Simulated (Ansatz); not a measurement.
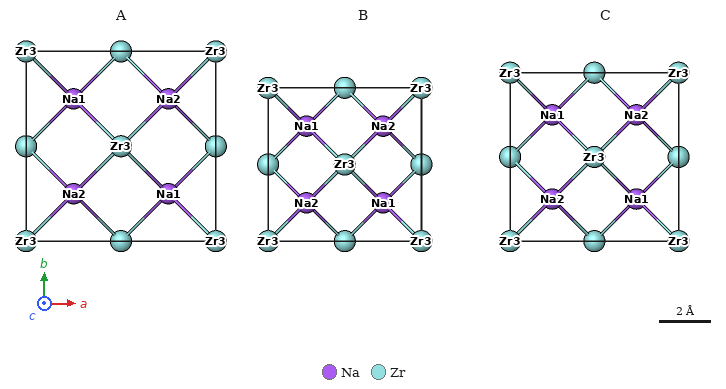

3 geometries from one relaxation of crystalline Na₂Zr (built on the fluorite_225 type) (coarse preliminary run), in shuffled order. Style: ball-and-stick. Shown: the conventional cell (4 times the calculation's cell), along the c axis. Lengths and directions refer to the drawn axes.

Case: fluorite type (Fm-3m, No. 225).

Computed with DFT PBE, scalar-relativistic, plane waves, PAW in Ansatz. Set-up: plane-wave cutoff 420 eV; k-point mesh 6 × 6 × 6; occupations gaussian; smearing width 0.1 eV; no spin polarisation; cell and atoms relaxed; force threshold 0.04 eV/Å; at most 70 steps.

**Order the frames from highest to lowest energy.**

B, C, A. They are steps 0, 2, 8, at +2.732 eV per cell of the calculation, +0.732 eV per cell of the calculation relative to the last. No atom moves by more than 0.005 Å relative to the cell. The volume changes by +89.5 %, with a = b = c 6.090 → 7.535 Å (+23.7 %). Among the contacts that change: Na1–Na2 3.045 → 3.768 Å, Na1–Zr3 2.637 → 3.263 Å. The space group stays Fm-3m (No. 225). After 6 accepted moves (8 points after the start) the energy has fallen by 2.732 eV per cell of the calculation. All forces vanish by symmetry, so only the cell relaxes. The pressure goes from 29.16 to 0.14 GPa. At 2 points the geometry stayed and the basis and grid were re-selected for the new cell (energy shift of 0.121 eV per cell of the calculation at most each time).
